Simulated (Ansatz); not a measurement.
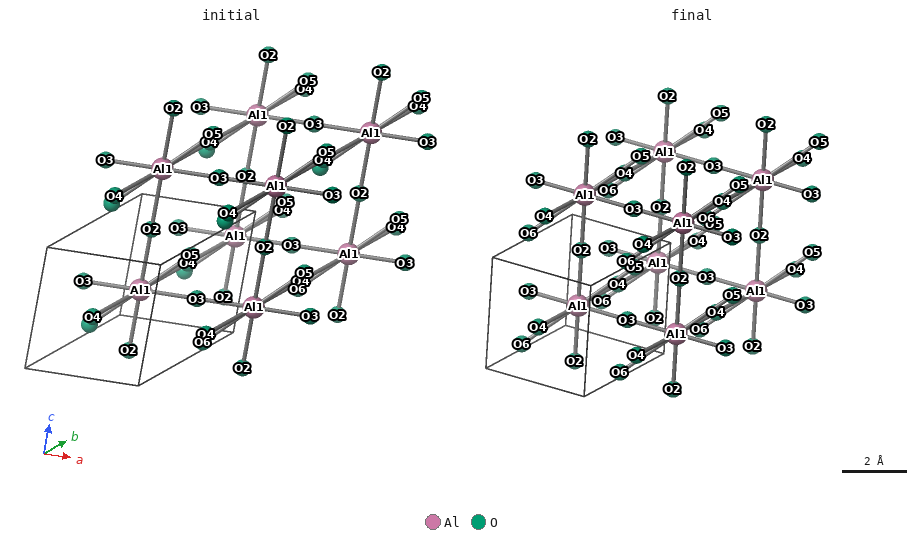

The structure of crystalline AlO₅ (a generated structure, set up in R-3m) (coarse preliminary run) before (left) and after (right) a relaxation, at one scale.

The picture is a ball-and-stick view of the cell of the calculation, repeated 2 × 2 × 2 with one cell outlined, seen from a free direction.

Computed with Ansatz, DFT PBE, scalar-relativistic, plane waves, PAW.

Input file:
```yaml
crystal:
  lattice:
    - [2.62146609, 1.51350415, 2.96555366]
    - [-2.62146609, 1.51350415, 2.96555366]
    - [0.0, -3.0270083, 2.96555366]
  atoms:
    - { symbol: Al, position: [0.5, 0.5, 0.5] }
    - { symbol: O, position: [0.5, 0.5, 0.0] }
    - { symbol: O, position: [0.0, 0.5, 0.5] }
    - { symbol: O, position: [0.5, 0.0, 0.5] }
    - { symbol: O, position: [0.72028092, 0.72028092, 0.72028092] }
    - { symbol: O, position: [0.27971908, 0.27971908, 0.27971908] }
basis:
  ecutwfc: 420
kpoints:
  mp_grid: { grid: [6, 6, 6] }
hamiltonian:
  xc: pbe
scf:
  occupations: { method: gaussian, width: 0.1 }
  lower_state_search: "off"
output:
  forces: true
  stress: true
  eigenvalues: true
relax:
  adjacent_minimum: "off"
  f_tol: 0.04
  max_steps: 70
  cell: { stress_tol: 0.4 }
```

Launched with:
```bash
ansatz run input.yaml --threads 1 --pin off --max-ram 2560MiB --backend cpu --events-out ev --progress --plain --runs-dir out
```

### Describe what moved and what it gained.

The energy falls by 3.565 eV per cell of the calculation in 7 accepted moves (9 points after the start). Largest force component: 3.8 eV/Å at the start, 0.0017 eV/Å at the end. The pressure goes from 18.64 to 0.05 GPa. At 2 points the geometry stayed and the basis and grid were re-selected for the new cell (energy shift of 16.8 meV per cell of the calculation at most each time). The largest moves relative to the cell, 0.61 Å, are those of O5 and O6. O6 goes along [−1 −1 −1]. Al stays in place. The volume changes by −19.3 %, with a = b = c 4.238 → 3.857 Å (−9.0 %), α 76.4° → 86.1°, β 76.4° → 86.1°, γ 76.4° → 86.1°. Among the contacts that change: Al1–O5 1.960 → 2.174 Å, Al1–O2 2.119 → 1.928 Å. The space group stays R-3m (No. 166).

Limits of the set-up: an odd number of electrons was run without spin polarisation, which fails if the electron would localise.
